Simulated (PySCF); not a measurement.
**MoO2F2 (SMILES [O]=[Mo](=[O])([F])[F]): PBE/def2-SVP (core potential)**

What is the vertical singlet–triplet gap of MoO2F2 at PBE/def2-SVP (core potential)? 

Program for the calculation: PySCF 2.14.0.

## Step 1: Starting point

MoO2F2: 5 atoms, total charge 0, spin state singlet. As SMILES, `[O]=[Mo](=[O])([F])[F]`. The coordinates come from a PBE0-D4/def2-TZVP relaxation.

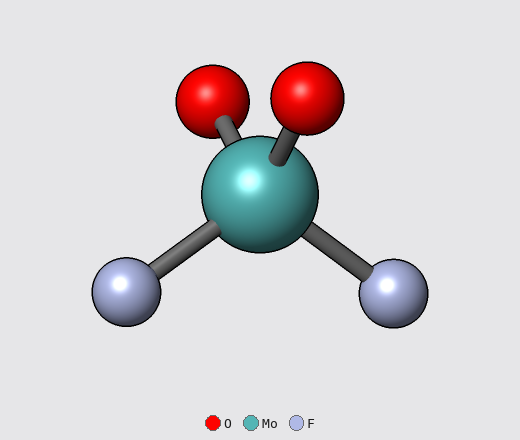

Viewed from a chosen angle; oxygen red, molybdenum teal, fluorine light blue.

## Step 2: A single-point energy at PBE/def2-SVP (core potential)

geometry.xyz reads:

```xyz
5
F2MoO2
O      0.625000    -1.039600     1.161700
Mo     0.005300    -0.015800     0.007500
O     -1.179200     0.880400     0.754700
F     -0.730300    -0.996600    -1.358700
F      1.328900     1.097900    -0.606700
```

input.py reads:

```python
from pyscf import gto, dft

molecule = gto.M(
    atom='geometry.xyz',
    spin=0,
    ecp={'Mo': 'def2-svp'},
    basis='def2-svp',
    max_memory=1860,
    charge=0,
    verbose=3,
)

mf = dft.RKS(molecule, xc='pbe')
mf.grids.level = 7
mf.conv_tol = 1e-10
mf.kernel()
if not mf.converged:
    mf = mf.newton().run(mf.mo_coeff, mf.mo_occ)

energy = mf.e_tot
print('E(%s) = %.9f' % ('PBE', energy))
```

The run is started by

```
$ OMP_NUM_THREADS=1 python input.py
```

The program printed:

```text
converged SCF energy = -417.972235500784
E(PBE) = -417.972235501
```

Run time: 39 s. Hardware: 1 thread of Arm Neoverse V1, shared host; peak memory 0.46 GiB.

## Step 3: The triplet, same level

mol.xyz reads:

```xyz
5
F2MoO2
O      0.625000    -1.039600     1.161700
Mo     0.005300    -0.015800     0.007500
O     -1.179200     0.880400     0.754700
F     -0.730300    -0.996600    -1.358700
F      1.328900     1.097900    -0.606700
```

run.py reads:

```python
from pyscf import gto, dft

mol = gto.M(
    atom='mol.xyz',
    basis='def2-svp',
    verbose=4,
    ecp={'Mo': 'def2-svp'},
    spin=2,
    max_memory=1860,
)

mf = dft.UKS(mol, xc='pbe')
mf.conv_tol = 1e-10
mf.grids.level = 7
mf.kernel()
if not mf.converged:
    mf = mf.newton().run(mf.mo_coeff, mf.mo_occ)

etot = mf.e_tot
print('E(%s) = %.9f' % ('PBE', etot))
```

The run is started by

```
$ OMP_NUM_THREADS=1 python run.py
```

The program printed:

```text
PySCF version 2.14.0

[INPUT] num. atoms = 5
[INPUT] num. electrons = 48
[INPUT] charge = 0
[INPUT] spin (= nelec alpha-beta = 2S) = 2
[INPUT] symmetry False subgroup None
[INPUT] Mole.unit = angstrom
[INPUT] Symbol           X                Y                Z      unit          X                Y                Z       unit  Magmom
[INPUT]  1 O      0.625000000000  -1.039600000000   1.161700000000 AA    1.181078827853  -1.964559279098   2.195294838907 Bohr   0.0
[INPUT]  2 Mo     0.005300000000  -0.015800000000   0.007500000000 AA    0.010015548460  -0.029857672768   0.014172945934 Bohr   0.0
[INPUT]  3 O     -1.179200000000   0.880400000000   0.754700000000 AA   -2.228365046087   1.663714880067   1.426176306209 Bohr   0.0
[INPUT]  4 F     -0.730300000000  -0.996600000000  -1.358700000000 AA   -1.380066988770  -1.883301055742  -2.567570885447 Bohr   0.0
[INPUT]  5 F      1.328900000000   1.097900000000  -0.606700000000 AA    2.511257046935   2.074730312160  -1.146496839774 Bohr   0.0

nuclear repulsion = 224.030300269716
number of shells = 35
number of NR pGTOs = 153
number of NR cGTOs = 87
basis = def2-svp
ecp = {'Mo': 'def2-svp'}

******** <class 'pyscf.dft.uks.UKS'> ********
method = UKS
initial guess = minao
damping factor = 0
level_shift factor = 0
DIIS = <class 'pyscf.scf.diis.CDIIS'>
diis_start_cycle = 1
diis_space = 8
diis_damp = 0
SCF conv_tol = 1e-10
SCF conv_tol_grad = None
SCF max_cycles = 50
direct_scf = True
direct_scf_tol = 1e-13
number electrons alpha = 25  beta = 23
XC library pyscf.dft.libxc version 7.0.0
    S. Lehtola, C. Steigemann, M. J.T. Oliveira, and M. A.L. Marques.,  SoftwareX 7, 1–5 (2018)
XC functionals = pbe
    J. P. Perdew, K. Burke, and M. Ernzerhof.,  Phys. Rev. Lett. 77, 3865 (1996)
    J. P. Perdew, K. Burke, and M. Ernzerhof.,  Phys. Rev. Lett. 78, 1396 (1997)
    J. P. Perdew, K. Burke, and M. Ernzerhof.,  Phys. Rev. Lett. 77, 3865 (1996)
    J. P. Perdew, K. Burke, and M. Ernzerhof.,  Phys. Rev. Lett. 78, 1396 (1997)
radial grids:
    Treutler-Ahlrichs [JCP 102, 346 (1995); DOI:10.1063/1.469408] (M4) radial grids

becke partition: Becke, JCP 88, 2547 (1988); DOI:10.1063/1.454033
pruning grids: <function nwchem_prune>
grids dens level: 7
symmetrized grids: False
atomic radii adjust function: <function treutler_atomic_radii_adjust>
small_rho_cutoff = 0
Set gradient conv threshold to 1e-05
tot grids = 444096
init E= -410.566375168
[... the frontier-level lines of each cycle are left out ...]


cycle= 1 E= -417.503668588686  delta_E= -6.94  |g|= 0.908  |ddm|= 2.39


cycle= 2 E= -414.309437806941  delta_E= 3.19  |g|= 2.99  |ddm|= 2.39


cycle= 3 E= -417.753666170598  delta_E= -3.44  |g|= 0.336  |ddm|= 2.09


cycle= 4 E= -417.777628684963  delta_E= -0.024  |g|= 0.267  |ddm|= 0.471


cycle= 5 E= -417.80042240435  delta_E= -0.0228  |g|= 0.116  |ddm|= 0.261


cycle= 6 E= -417.80614996793  delta_E= -0.00573  |g|= 0.0148  |ddm|= 0.106


cycle= 7 E= -417.805907545939  delta_E= 0.000242  |g|= 0.0278  |ddm|= 0.0262


cycle= 8 E= -417.806244351439  delta_E= -0.000337  |g|= 0.002  |ddm|= 0.0214


cycle= 9 E= -417.806245987364  delta_E= -1.64e-06  |g|= 0.000447  |ddm|= 0.00199


cycle= 10 E= -417.806246078417  delta_E= -9.11e-08  |g|= 0.000154  |ddm|= 0.000571


cycle= 11 E= -417.806246073906  delta_E= 4.51e-09  |g|= 0.000206  |ddm|= 0.000252


cycle= 12 E= -417.80624609009  delta_E= -1.62e-08  |g|= 2.72e-05  |ddm|= 0.000166


cycle= 13 E= -417.806246090518  delta_E= -4.28e-10  |g|= 6.44e-06  |ddm|= 3.95e-05


cycle= 14 E= -417.806246090538  delta_E= -2.01e-11  |g|= 1.98e-06  |ddm|= 9.13e-06


Extra cycle  E= -417.80624609053  delta_E= 7.84e-12  |g|= 5.09e-06  |ddm|= 5.25e-06
converged SCF energy = -417.80624609053  <S^2> = 2.0061648  2S+1 = 3.004107
E(PBE) = -417.806246091
```

Run time: 68 s. Hardware: 1 thread of Arm Neoverse V1, shared host; peak memory 0.48 GiB.

## Step 4: Results

Level: PBE/def2-SVP (core potential).

```
                                        quantity          value
                           singlet: total energy  -417.97224 Eh
                          singlet: dipole moment         1.02 D
                            singlet: HOMO energy       -8.30 eV
                            singlet: LUMO energy       -3.89 eV
                          singlet: HOMO–LUMO gap        4.41 eV
                           triplet: total energy  -417.80625 Eh
                          triplet: dipole moment         0.44 D
     triplet: HOMO energy (highest over α and β)       -3.64 eV
                                   triplet: ⟨S²⟩          2.006
vertical energy of the triplet above the singlet       4.517 eV
```

At this shape the triplet lies 4.52 eV (104 kcal/mol) above the singlet. Mulliken charges (singlet) run from -0.29 on F4 to +1.14 on Mo2; they depend strongly on the basis.
